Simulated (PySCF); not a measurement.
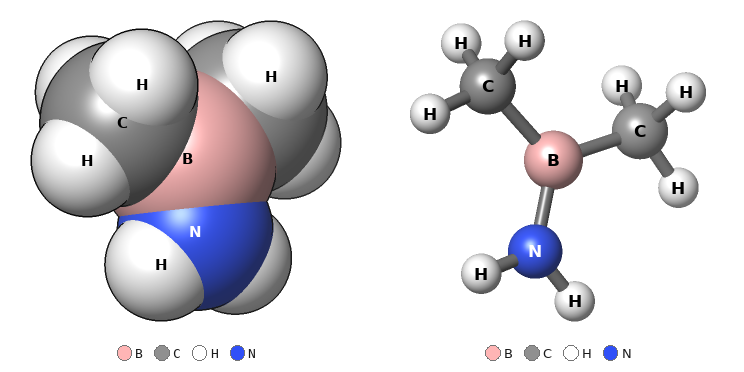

Both panels show the same species.

Describe the molecule.

Formula C₂H₈BN. Its SMILES string is `CB(C)N`. It has no ring. Coordination: 1 B trigonal planar; 2 C tetrahedral; 1 N trigonal planar.

More results for the same structure follow; atom numbers are the same in all pictures, views and colours differ. The geometry was computed by an optimisation with PBE0-D3(BJ)/def2-SVP. No frequency run is at hand to confirm it as a minimum.

**Shape**

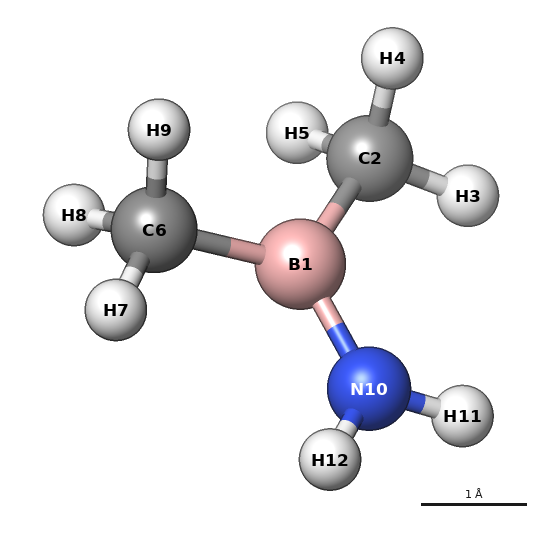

No frequency run is at hand to confirm it as a minimum.

List the bonds and their lengths.

```json
{"bond": "B1–C2", "length (Å)": "1.584", "order": "single"}
{"bond": "B1–C6", "length (Å)": "1.584", "order": "single"}
{"bond": "B1–N10", "length (Å)": "1.400", "order": "single"}
{"bond": "C2–H3", "length (Å)": "1.102", "order": "single"}
{"bond": "C2–H4", "length (Å)": "1.104", "order": "single"}
{"bond": "C2–H5", "length (Å)": "1.103", "order": "single"}
{"bond": "C6–H7", "length (Å)": "1.102", "order": "single"}
{"bond": "C6–H8", "length (Å)": "1.103", "order": "single"}
{"bond": "C6–H9", "length (Å)": "1.103", "order": "single"}
{"bond": "N10–H11", "length (Å)": "1.012", "order": "single"}
{"bond": "N10–H12", "length (Å)": "1.012", "order": "single"}
```

**Core levels**

No frequency run is at hand to confirm it as a minimum. Level of theory: delta-SCF UKS SCAN, pcX-2 on the ionised atom (unc-x2c-TZVPall on a metal), pcseg-1 elsewhere, spin-free X2C (PySCF 2.14.0).

Give the core-electron binding energies (to vacuum) of B1 1s, C2 1s, N10 1s.

| atom | level | binding energy (eV) |
| --- | --- | --- |
| B1 | 1s | 195.3 |
| C2 | 1s | 289.8 |
| N10 | 1s | 404.9 |

**NMR shielding**

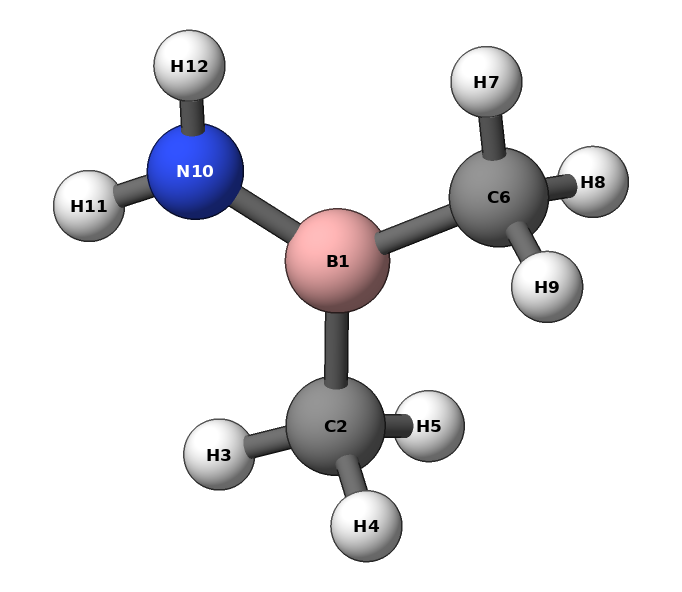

No frequency run is at hand to confirm it as a minimum. Level of theory: GIAO PBE0/pcSseg-1 NMR shielding, non-relativistic, gas phase (PySCF 2.14.0). Principal shieldings σ11 ≤ σ22 ≤ σ33, span Ω = σ33 − σ11, skew κ = 3(σiso − σ22)/Ω.

Give the shielding tensors of the C atoms.

```csv
atom,σ11,σ22,σ33,σiso,Ω,κ
C2,167.4,174.6,192.7,178.2,25.4,0.43
C6,167.1,174.6,192.7,178.2,25.6,0.42
```

Shieldings and span in ppm.

**Electronic properties**

No frequency run is at hand to confirm it as a minimum. Level of theory: B3LYP/def2-SVPD, gas phase (PySCF 2.14.0). Excitations: vertical, linear response.

Predict the main results.

- dipole moment: 1.26 D
- HOMO energy (Kohn–Sham orbital): −7.89 eV
- LUMO energy (Kohn–Sham orbital): 0.04 eV
- HOMO–LUMO gap: 7.93 eV
- mean static polarisability: 50.5 bohr³
- lowest vertical singlet excitation: 6.90 eV
- its oscillator strength: 0.022
- brightest of the 10 lowest singlets: 8.29 eV
- its oscillator strength: 0.17
